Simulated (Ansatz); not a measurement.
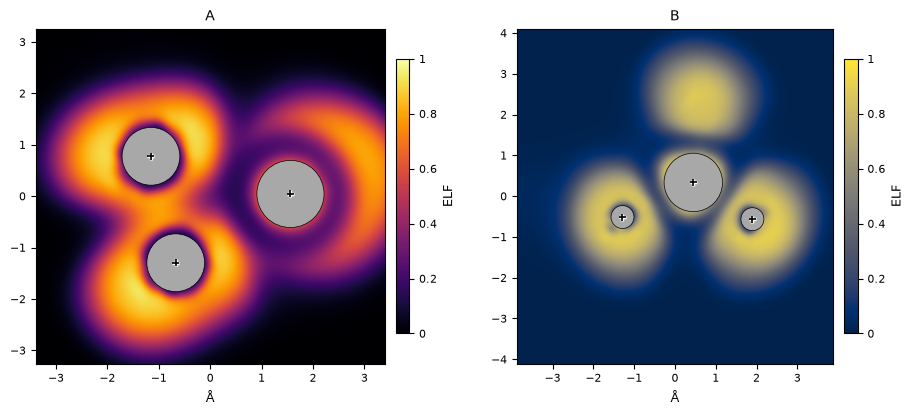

The ELF of 2 systems, each on a plane through atoms (crosses mark nuclei in the plane; grey discs cover the cores).

The calculation used UKS PBE0-D4/def2-TZVP (Ansatz).

System 1: S$_{4}$Sn$_{2}$ (triplet), the plane of atoms Sn1, S3 and S5. Geometry: PBE-D4/def2-SVP; core potentials replace the inner electrons of Sn.

```xyz
6

Sn   -0.9700   -0.3151   -1.6092
Sn    0.6181    1.1795    2.0248
S     1.6194   -0.2418   -1.3658
S    -1.4497   -0.1961    1.1637
S     0.8388    1.5671   -0.5673
S    -0.6566   -1.9936    0.3539
```

System 2: O$_{5}$W$_{3}$ (quintet), the plane of atoms O5, W3 and O6. Geometry: r2SCAN-D4/def2-SVP; core potentials replace the inner electrons of W.

```yaml
atoms:
  - { symbol: W, position_ang: [0.2098, 1.4772, 0.5820] }
  - { symbol: W, position_ang: [-0.5570, -0.9729, 1.2200] }
  - { symbol: W, position_ang: [0.3564, -0.9192, -1.2621] }
  - { symbol: O, position_ang: [0.2773, 0.4062, 2.2246] }
  - { symbol: O, position_ang: [1.0884, 0.8533, -1.0225] }
  - { symbol: O, position_ang: [-0.7866, -1.2705, -2.4797] }
  - { symbol: O, position_ang: [-1.0264, 2.6529, 0.5395] }
  - { symbol: O, position_ang: [0.4381, -2.2270, 0.1983] }
```

Q: Match each panel to its system.

A: Panel A is system 1, S$_{4}$Sn$_{2}$: the plane holds Sn and S. S–S (2.13 Å): the ELF peaks at about 0.80 between the atoms, as expected for localised, covalent bonding. Panel B is system 2, O$_{5}$W$_{3}$: the plane holds W and O. W–O (1.71 Å): the ELF peaks at about 0.80 in the valence shell of O, 0.5 Å from its nucleus, and drops to about 0.40 between the two atoms.
